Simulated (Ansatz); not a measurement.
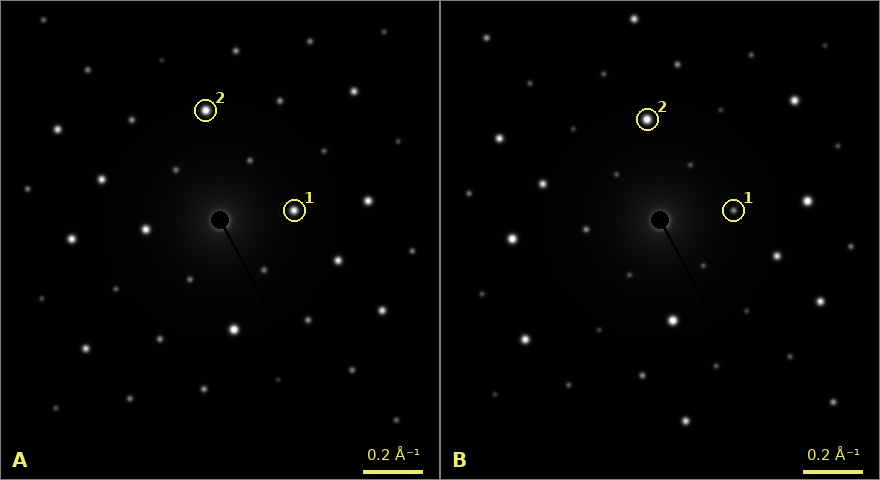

Kinematic electron diffraction patterns (120 kV, B = 0.5 Å², same scale) along [001] of the run's own cell, for the start and the end of one relaxation of TiSbO3 with Ansatz 0.2.0, DFT, PAW plane waves, pbesol+U. k mesh 4×4×4. The start is a generated model structure, and the relaxation ends in the nearest stationary point of its symmetry, not necessarily the ground state. Spot 1 is -1 -1 0 and spot 2 is 1 -1 0 in both.

Start structure:

```yaml
crystal:
  lattice:
    - [2.38616, -1.75923, -4.38399]
    - [0.00000, 2.96457, -4.38399]
    - [3.48269, 1.75923, 4.38399]
  atoms:
    - { symbol: Sb, position: [0.34200, 0.34200, 0.02600] }
    - { symbol: Sb, position: [0.65800, 0.65800, 0.97400] }
    - { symbol: Ti, position: [0.15600, 0.15600, 0.46800] }
    - { symbol: Ti, position: [0.84400, 0.84400, 0.53200] }
    - { symbol: O, position: [0.54000, 0.97000, 0.77000] }
    - { symbol: O, position: [0.26000, 0.54000, 0.77000] }
    - { symbol: O, position: [0.97000, 0.26000, 0.77000] }
    - { symbol: O, position: [0.46000, 0.03000, 0.23000] }
    - { symbol: O, position: [0.74000, 0.46000, 0.23000] }
    - { symbol: O, position: [0.03000, 0.74000, 0.23000] }
```

Which pattern belongs to the start structure, and which to the relaxed one?

A is the start: its cell gives d(1) = 3.913 Å, d(2) = 2.646 Å and an angle of 90.0°. B is the relaxed structure, with d(1) = 3.930 Å (+0.4 %), d(2) = 2.885 Å (+9.0 %) and 90.0°.

Name reflections whose intensity changes strongly on relaxation.

1 2 0 fades out of sight; 1 1 0 goes from 60 to 6.4 % of the strongest spot; 1 3 0 goes from 28 to 62 % of the strongest spot.

What did the relaxation do to the structure and the energy?

The volume changed by +0.6 % to 12.23 Å³ an atom; with the mean shift removed, the atoms moved by up to 0.42 Å relative to the cell (Ti most); the space group stayed R-3 (No. 148); the free energy fell by 450 meV an atom. Relaxed cell: a = 5.769 Å, b = 5.769 Å, c = 5.393 Å, α = 122.33°, β = 122.33°, γ = 60.00°.
